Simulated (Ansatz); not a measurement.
# HF + Cl radical: a complex and its separated parts, part 2 of 2

Ansatz 0.2.0, Gaussian basis. Earlier steps stand in the parts before.

## Step 11: CCSD(T)/def2-QZVPP

The inputs:

parta/in.yaml

```yaml
crystal:
  periodic: [false, false, false]
  atoms:
    - {symbol: H, position_ang: [-0.280790, -0.297785, 0.232676]}
    - {symbol: F, position_ang: [-0.842933, -0.871724, 0.681075]}
basis:
  gaussian: {orbitals: "def2-QZVPP.json"}
correlation: {method: ccsd_t}
```

partb/in.yaml

```yaml
crystal:
  periodic: [false, false, false]
  atoms:
    - {symbol: Cl, position_ang: [1.123724, 1.169509, -0.913651]}
basis:
  gaussian: {orbitals: "def2-QZVPP.json"}
magnetization: {spin_polarized: true, initial_magnetization: 1}
correlation: {method: ccsd_t}
scf: {omitted_lower_state_checks: [cluster_reference]}
```

The basis file named in the input lies beside it (Basis Set Exchange, JSON).

Each run has its own folder and the same command.

Launch:

```
> ansatz run in.yaml --threads 2 --pin off --events-out ev --progress --plain --max-ram 4352MiB
```

parta printed, cut to the lines that bear on the results:

```text
Functional definition: HF
  name "HF"
  cite "Fock, Z. Phys. 61, 126 (1930) doi:10.1007/BF01340294"
  parent pbe
[...]
544 factors; integrals over basis functions are off by at most 1.4e-3 eV
[...]
mean field -2723.04442427 eV, -100.0700368461 hartree, gradient 2.5e-7 eV, S^2 0.000000; 0 other end points of the search recorded, 0 dependent functions left out
1 core orbitals not correlated: weight in the atoms' cores, before any rotation towards them, 1.000 or more for the frozen orbitals, at most 0.000 for the correlated occupied ones
reference -2723.04442427 eV, -100.0700368461 hartree; 4, 4 occupied and 82, 82 virtual orbitals, 544 factors
second order -8.07859097 eV of doubles, -0.00000000 eV of singles
cycle   1  -7.93255256 eV  change    1.5e-1 eV  update   4.2e-2
[...]
cycle   8  -8.07791536 eV  change   -5.1e-7 eV  update   1.7e-6
perturbative correction -0.21532657 eV, -0.0079131056 hartree
Total energy: -2731.33766621 eV, -100.3748078659 hartree
```

Log of partb, cut to the lines that bear on the results:

```text
[... 4 set-up lines as earlier in the session ...]
[...]
408 factors; integrals over basis functions are off by at most 2.4e-4 eV
[...]
mean field -12503.34737569 eV, -459.4895409835 hartree, gradient 4.2e-6 eV, S^2 0.760541; 3 other end points of the search recorded, 0 dependent functions left out
5 core orbitals not correlated: weight in the atoms' cores, before any rotation towards them, 1.000 or more for the frozen orbitals, at most 0.000 for the correlated occupied ones
reference -12503.34737569 eV, -459.4895409835 hartree; 4, 3 occupied and 61, 62 virtual orbitals, 408 factors
second order -4.78963622 eV of doubles, -0.00000000 eV of singles
cycle   1  -5.25293359 eV  change   -4.6e-1 eV  update   4.0e-2
[...]
cycle   8  -5.40115588 eV  change    1.7e-6 eV  update   3.0e-6
perturbative correction -0.19906489 eV, -0.0073154998 hartree
Total energy: -12508.94759646 eV, -459.6953453008 hartree
Checks for a lower state left out: cluster_reference
```

Wall times: 0.65 s (parta), 0.95 s (partb) on 2 threads, shared host.

## Step 12: Vibrations of HF

vib-parta/in.yaml

```yaml
crystal:
  periodic: [false, false, false]
  atoms:
    - {symbol: H, position_ang: [-0.280790, -0.297785, 0.232676]}
    - {symbol: F, position_ang: [-0.842933, -0.871724, 0.681075]}
basis:
  gaussian: {orbitals: def2-TZVP}
hamiltonian: {xc: pbe0, dispersion: d4}
phonons: {temperatures: {t_min: 298.15, t_max: 900, t_step: 200}}
```

Launch:

```
> ansatz run in.yaml --threads 2 --pin off --events-out ev --progress --plain --max-ram 4352MiB
```

Output, cut to the lines that bear on the results:

```text
[... 5 set-up lines as earlier in the session ...]
[...]
200 factors; their error is unknown
[...]
mean field -2731.80169997 eV, -100.3918607921 hartree, gradient 6.9e-6 eV, S^2 0.000000; 0 other end points of the search recorded, 0 dependent functions left out
[...]
reference -2731.80170840 eV, -100.3918611021 hartree; 5, 5 occupied and 32, 32 virtual orbitals, 200 factors
[...]
200 factors; their error is unknown
[...]
mean field -2731.80169997 eV, -100.3918607921 hartree, gradient 3.9e-7 eV, S^2 0.000000; 0 other end points of the search recorded, 0 dependent functions left out
[...]
reference -2731.80170840 eV, -100.3918611022 hartree; 5, 5 occupied and 32, 32 virtual orbitals, 200 factors
[...]
200 factors; their error is unknown
[...]
mean field -2731.80150780 eV, -100.3918537302 hartree, gradient 3.9e-7 eV, S^2 0.000000; 0 other end points of the search recorded, 0 dependent functions left out
[...]
reference -2731.80151620 eV, -100.3918540389 hartree; 5, 5 occupied and 32, 32 virtual orbitals, 200 factors
[...]
200 factors; their error is unknown
mean field -2731.80151268 eV, -100.3918539093 hartree, gradient 3.9e-7 eV, S^2 0.000000; 0 other end points of the search recorded, 0 dependent functions left out
[...]
reference -2731.80152115 eV, -100.3918542207 hartree; 5, 5 occupied and 32, 32 virtual orbitals, 200 factors
Total energy: -2731.80322169 eV, -100.3919167145 hartree
Atom 0 at    -0.280790    -0.297785     0.232676 Å, force     0.000515     0.000526    -0.000411 eV/Å
Atom 1 at    -0.842933    -0.871724     0.681075 Å, force    -0.000515    -0.000526     0.000411 eV/Å
Dipole moment:     0.244901     0.250040    -0.195347 e Å
Vibrations: 4153.08 cm⁻¹, zero-point energy 0.257458 eV
```

Wall time 1.1 s (2 threads, shared host).

Wavenumbers and character of the modes:

```csv
mode,wavenumber (cm⁻¹),character
1,4153,F–H stretch
```

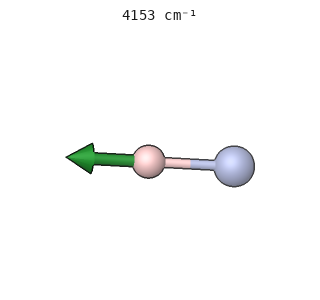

Displacements of 1 modes, as arrows.

Vibrational sums (real modes only):

```csv
T (K),entropy (J/mol/K),heat capacity (J/mol/K)
298,0.0,0.0
498,0.0,0.0
698,0.0,0.1
898,0.1,0.5
```

## Step 13: Complex less separated parts

The complex's own energies come from single points at the same levels.

Rows are in def2-TZVPP; times add the 3 runs of a level on a shared host, so small differences are noise.

Differences are taken before rounding.

| method | rung | complex less parts (kcal/mol) | from CCSD(T) (kcal/mol) | time |
| --- | --- | --- | --- | --- |
| SPW92 | LDA | -4.97 | -3.12 | 4.1 s |
| PBE-D4 | GGA | -3.16 | -1.30 | 9 s |
| BLYP-D4 | GGA | -2.78 | -0.93 | 9 s |
| r2SCAN-D4 | meta-GGA | -2.49 | -0.64 | 14 s |
| B97M-V | meta-GGA | -2.42 | -0.57 | 35 s |
| PBE0-D4 | hybrid | -2.53 | -0.67 | 9.4 s |
| B3LYP-D4 | hybrid | -2.48 | -0.62 | 10 s |
| r2SCAN0-D4 | hybrid | -2.29 | -0.44 | 10 s |
| BHLYP-D4 | hybrid | -2.29 | -0.44 | 17 s |
| CAM-B3LYP-D4 | range-separated hybrid | -2.65 | -0.80 | 15 s |
| wB97X-V | range-separated hybrid | -2.27 | -0.41 | 53 s |
| wB97M-V | range-separated hybrid | -2.31 | -0.46 | 60 s |
| B2PLYP | double hybrid | -2.01 | -0.16 | 20 s |
| PBE-QIDH | double hybrid | -1.99 | -0.13 | 28 s |
| RPA on PBE | RPA | 0.32 | +2.17 | 12 s |
| Hartree-Fock | wavefunction | -0.46 | +1.40 |  |
| MP2 | wavefunction | -1.91 | -0.06 |  |
| CCSD | wavefunction | -1.62 | +0.24 |  |
| CCSD(T) | wavefunction | -1.85 | 0 | 7.1 s |

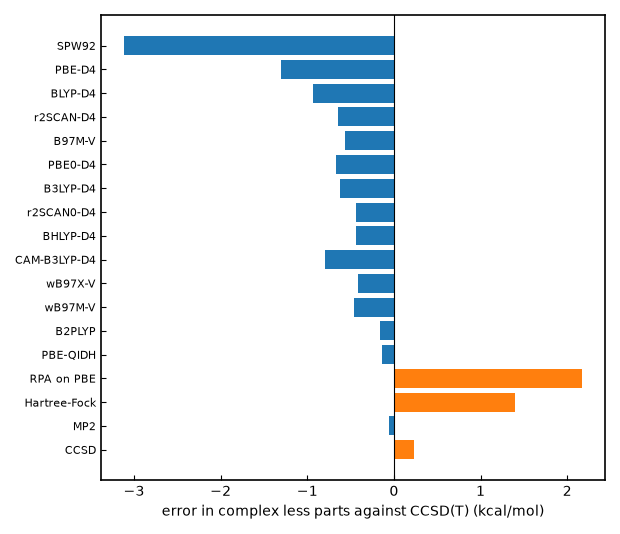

How far each level lands from CCSD(T).

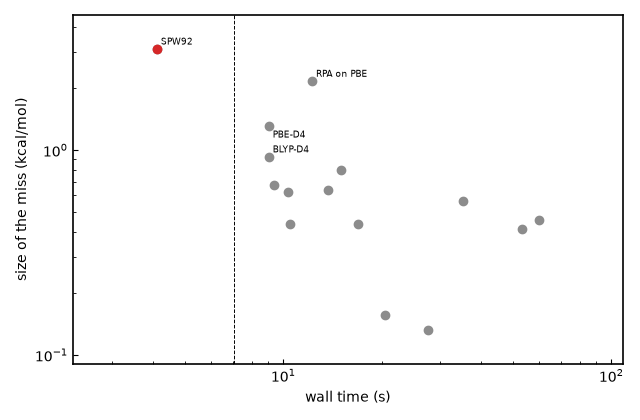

Accuracy for the time spent; red marks the levels that beat every quicker one drawn (of those quicker than the yardstick), and the dashed line is the time of CCSD(T). Only those levels and the largest misses are named. Times are from a shared host.

SPW92 reaches 3.12 kcal/mol from the reference in 4.1 s, where CCSD(T) took 7.1 s.

The complex's zero-point energy, from a separate PBE0-D4 run, is 0.287 eV.

## Step 14: Summary of results

The summary covers parts 1 to 2.

```
                              quantity           value
complex less parts, CCSD(T)/def2-TZVPP  -1.85 kcal/mol
                with zero-point energy  -1.18 kcal/mol
                 largest T1 diagnostic           0.008
```

**Reading.** At CCSD(T) the complex lies 1.85 kcal/mol below its parts. The functionals run from PBE-QIDH, off by -0.13 kcal/mol, to SPW92, off by -3.12 kcal/mol, against CCSD(T). Mean unsigned error by rung: LDA 3.12, GGA 1.12, meta-GGA 0.60, hybrid 0.54, range-separated hybrid 0.56, double hybrid 0.14 kcal/mol. PBE-D4 gives a relative energy 1.30 kcal/mol too low, an error of 70 % of the reference. No counterpoise was applied, and triple zeta lacks some correlation, so the CCSD(T) reference has a basis error of its own, and close matches with it are partly luck.
